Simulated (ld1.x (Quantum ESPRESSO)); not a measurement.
**Run report: Ag, pseudopotential generation (part 2 of 2)**

Continued. System: silver (Ag, Z = 47), core [Ar] 3d10, reference valence 4s2 4p6 4d9 5s0 5p0 (an ion of charge +2), valence charge 19. Method: TM potential, BLYP, scalar-relativistic, made with ld1.x (Quantum ESPRESSO) 7.5.

**Output of the test run (extracts), continued**
```
     ---------------------- Testing the pseudopotential ----------------------

     Ag
     scalar relativistic calculation

     atomic number is 47.00   valence charge is 19.00
     dft =BLYP   lsd =0 sic =0 latt =0  beta=0.20 tr2=1.0E-14
     mesh =1237 r(mesh) =  99.46963 xmin = -7.00 dx = 0.01250

     n l     nl             e AE (Ry)        e PS (Ry)    De AE-PS (Ry)
     1 0     4S   1( 1.00)       -8.04611       -8.04244       -0.00367
     2 1     4P   1( 6.00)       -5.33680       -5.33606       -0.00074
     3 2     4D   1(10.00)       -1.48049       -1.47686       -0.00363
     2 0     5S   1( 1.00)       -0.95262       -0.95755        0.00493
     3 1     5P   1( 0.00)       -0.54711       -0.55256        0.00545  !

     eps = 3.3E-10  iter =201

     Etot =  -10625.750178 Ry,   -5312.875089 Ha, -144570.696118 eV
     Etotps =  -286.047886 Ry,    -143.023943 Ha,   -3891.879759 eV
     dEtot_ae =       5.294107 Ry
     dEtot_ps =       5.290802 Ry,   Delta E=       0.003304 Ry

     Ekin =     112.720871 Ry,      56.360436 Ha,    1533.645584 eV
     Encl =    -624.457613 Ry,    -312.228806 Ha,   -8496.178650 eV
     Ehrt =     238.237315 Ry,     119.118658 Ha,    3241.383800 eV
     Ecxc =     -26.671384 Ry,     -13.335692 Ha,    -362.882669 eV
     Epseu=      14.122924 Ry,       7.061462 Ha,     192.152176 eV

     ---------------------- End of pseudopotential test ----------------------

     ---------------------- Testing the pseudopotential ----------------------

     Ag
     scalar relativistic calculation

     atomic number is 47.00   valence charge is 19.00
     dft =BLYP   lsd =0 sic =0 latt =0  beta=0.20 tr2=1.0E-14
     mesh =1237 r(mesh) =  99.46963 xmin = -7.00 dx = 0.01250

     n l     nl             e AE (Ry)        e PS (Ry)    De AE-PS (Ry)
     1 0     4S   1( 2.00)      -11.10285      -11.09796       -0.00489
     2 1     4P   1( 6.00)       -8.36925       -8.36730       -0.00195
     3 2     4D   1( 7.00)       -4.39179       -4.38912       -0.00267
     2 0     5S   1( 0.00)       -3.18798       -3.20190        0.01391  !
     3 1     5P   1( 0.00)       -2.54144       -2.56594        0.02450  !

     eps = 1.5E-10  iter =201

     Etot =  -10624.601494 Ry,   -5312.300747 Ha, -144555.067479 eV
     Etotps =  -284.897037 Ry,    -142.448518 Ha,   -3876.221655 eV
     dEtot_ae =       6.442790 Ry
     dEtot_ps =       6.441652 Ry,   Delta E=       0.001139 Ry

     Ekin =      99.699376 Ry,      49.849688 Ha,    1356.479109 eV
     Encl =    -566.306110 Ry,    -283.153055 Ha,   -7704.987150 eV
     Ehrt =     188.946532 Ry,      94.473266 Ha,    2570.748528 eV
     Ecxc =     -23.998084 Ry,     -11.999042 Ha,    -326.510562 eV
     Epseu=      16.761250 Ry,       8.380625 Ha,     228.048420 eV

     ---------------------- End of pseudopotential test ----------------------

     ---------------------- Testing the pseudopotential ----------------------

     Ag
     scalar relativistic calculation

     atomic number is 47.00   valence charge is 19.00
     dft =BLYP   lsd =0 sic =0 latt =0  beta=0.20 tr2=1.0E-14
     mesh =1237 r(mesh) =  99.46963 xmin = -7.00 dx = 0.01250

     n l     nl             e AE (Ry)        e PS (Ry)    De AE-PS (Ry)
     1 0     4S   1( 2.00)       -7.12347       -7.12079       -0.00267
     2 1     4P   1( 6.00)       -4.44128       -4.43811       -0.00318
     3 2     4D   1(10.00)       -0.68119       -0.67815       -0.00304
     2 0     5S   1( 0.00)       -0.42563       -0.42715        0.00152
     3 1     5P   1( 1.00)       -0.12264       -0.12343        0.00079

     eps = 3.2E-10  iter =201

     Etot =  -10632.955913 Ry,   -5316.477956 Ha, -144668.735136 eV
     Etotps =  -293.252860 Ry,    -146.626430 Ha,   -3989.908427 eV
     dEtot_ae =      -1.911628 Ry
     dEtot_ps =      -1.914172 Ry,   Delta E=       0.002543 Ry

     Ekin =     108.299158 Ry,      54.149579 Ha,    1473.485103 eV
     Encl =    -643.715544 Ry,    -321.857772 Ha,   -8758.196146 eV
     Ehrt =     253.732821 Ry,     126.866410 Ha,    3452.210892 eV
     Ecxc =     -27.611950 Ry,     -13.805975 Ha,    -375.679720 eV
     Epseu=      16.042655 Ry,       8.021328 Ha,     218.271444 eV

     ---------------------- End of pseudopotential test ----------------------
```

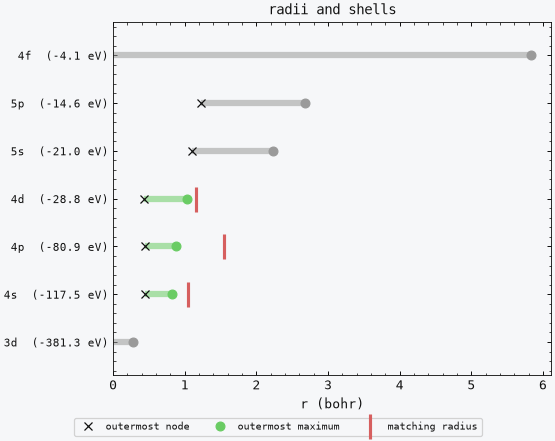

Outer shells of the all-electron reference atom: each bar runs from the outermost node (or the nucleus) to the outermost maximum of u(r); the tick is the radius chosen for the pseudo-wave. Shells without a tick have no pseudo-wave of their own. Levels, nodes and maxima are from ld1.x, scalar-relativistic.

- Radii against the shells: 4s: 1.05 bohr, outside the maximum; 4p: 1.55 bohr, outside the maximum; 4d: 1.15 bohr, outside the maximum.

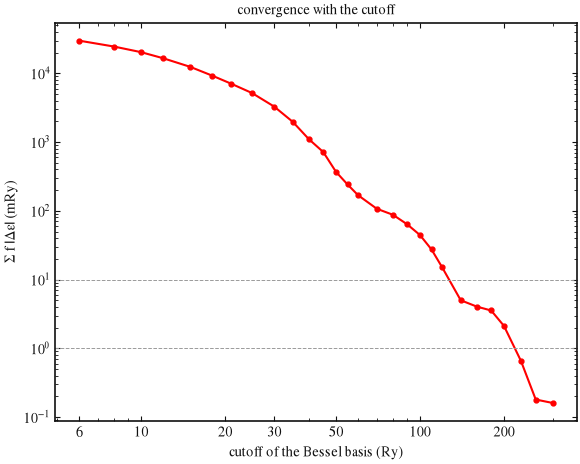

The pseudo-atom Hamiltonian at the reference potential is diagonalised in spherical Bessel functions (20 bohr box) up to the cutoff. Curve: occupation-weighted sum of the valence levels' distances from their values at 400 Ry.

- Cutoffs for 10 and 1 mRy in the occupation-weighted sum of levels: 140 Ry and 230 Ry, on the ladder of cutoffs that was run.
- Error at 180 Ry: about 3.6 mRy.

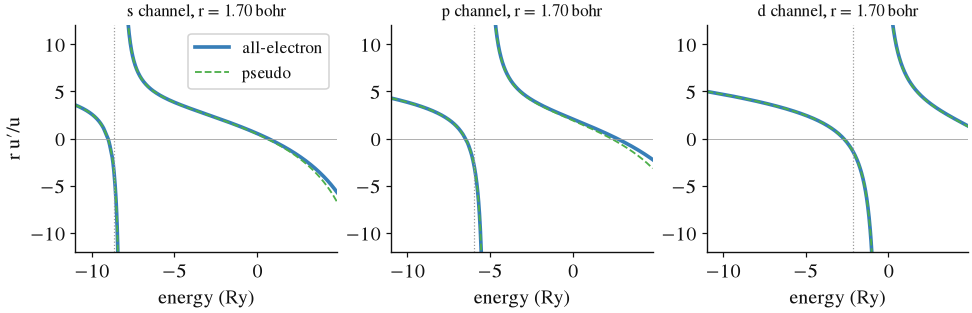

Logarithmic derivatives r u′/u at the test radius against energy, all-electron atom (solid) and pseudo-atom (dashed). Here u = r R(r). The dotted line marks the reference energy of the channel.

- Zeros of the logarithmic derivative: s: all-electron -9.0 and 0.7 Ry, pseudo -9.0 and 0.6 Ry; p: all-electron -6.5 and 2.7 Ry, pseudo -6.5 and 2.3 Ry; d: all-electron -2.7 Ry, pseudo -2.7 Ry.
- Ghost states: the plot shows none: pseudo and all-electron curves have the same branches in all channels drawn. The separate test gives: no ghost state below the valence levels in the s, p, d, f channels.
- Poles, where the radial function vanishes at the test radius: s: all-electron at -8.2 Ry, pseudo at -8.2 Ry; p: all-electron at -5.2 Ry, pseudo at -5.2 Ry; d: all-electron at -0.5 Ry, pseudo at -0.5 Ry.

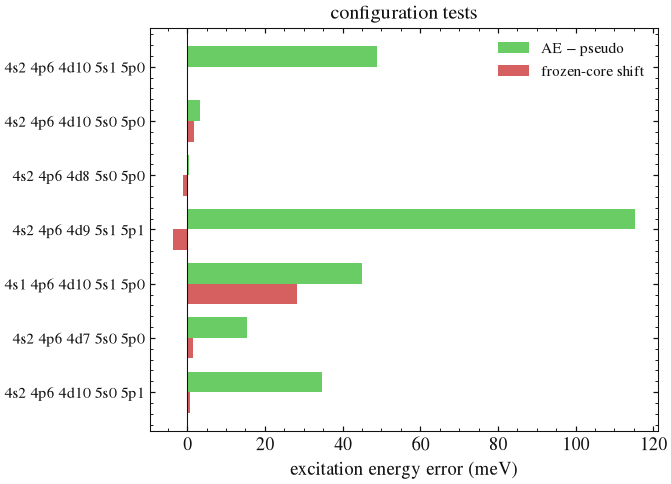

Errors, all-electron minus pseudo, of the energies of valence configurations relative to the unpolarised reference 4s2 4p6 4d9 5s0 5p0. The frozen-core shift is the all-electron excitation energy with the core held at its reference shape less the relaxed one.

- Worst configuration: 4s2 4p6 4d9 5s1 5p1 (neutral): the error is +115 meV on an all-electron energy of -21.49 eV relative to the reference, or 0.54 %.

**The input**
```
 &input
   title='Ag', zed=47., rel=1, dft='BLYP', iswitch=3,
   config='[Kr] 4d9 5s0 5p0',
   nld=3, rlderiv=1.70, eminld=-11.0, emaxld=5.0, deld=0.04
 /
 &inputp
   pseudotype=2, tm=.true., lloc=2,
   nlcc=.false.,
   file_pseudopw='Ag.UPF', file_wfcaegen='ae.wfc', file_wfcncgen='nc.wfc', file_beta='beta', file_chi='chi'
 /
3
4S  1  0   2.00   0.00  1.05  1.05  0.0
4P  2  1   6.00   0.00  1.55  1.55  0.0
4D  3  2   9.00   0.00  1.15  1.15  0.0
 &test
   configts(1)='4s2 4p6 4d9 5s0 5p0'
 /
```

**Input of the test run**
```
 &input
   title='Ag', zed=47., rel=1, dft='BLYP', iswitch=2,
   config='[Kr] 4d9 5s0 5p0'
 /
 &test
   file_pseudo='Ag.UPF', nconf=8,
   configts(1)='4s2 4p6 4d9 5s0 5p0',
   configts(2)='4s2 4p6 4d10 5s1 5p0',
   configts(3)='4s2 4p6 4d10 5s0 5p0',
   configts(4)='4s2 4p6 4d8 5s0 5p0',
   configts(5)='4s2 4p6 4d9 5s1 5p1',
   configts(6)='4s1 4p6 4d10 5s1 5p0',
   configts(7)='4s2 4p6 4d7 5s0 5p0',
   configts(8)='4s2 4p6 4d10 5s0 5p1'
 /
```

Run as:
```bash
ld1.x < Ag.in > Ag.out
```

**Summary**

- outcome: generated
- cutoffs needed: 140 Ry and 230 Ry (the cutoffs, on a coarse ladder, from which the occupation-weighted sum of valence levels, in a spherical-Bessel basis at the reference potential, stays within 10 and 1 mRy of its value at 400 Ry); ghost states and empty shells don't enter this sum
- ghost test: no ghost state below the valence levels in the s, p, d, f channels (spherical-Bessel basis up to 400 Ry, 20 bohr box)
- largest excitation error: +115 meV (all-electron minus pseudo) for 4s2 4p6 4d9 5s1 5p1, out of 7 test configurations
- range over which the phases arctan(r u′/u) at the test radius agree within 0.05 rad (a looser test near the poles than one of phase shifts): s: up to about -0.0 Ry; p: up to about 0.6 Ry; d: over the whole range computed
- hardware: 1 CPU thread, shared host
- wall time: 5.4 s

**Notes**

Warnings of the program, in the generation or the tests: convergence not achieved.
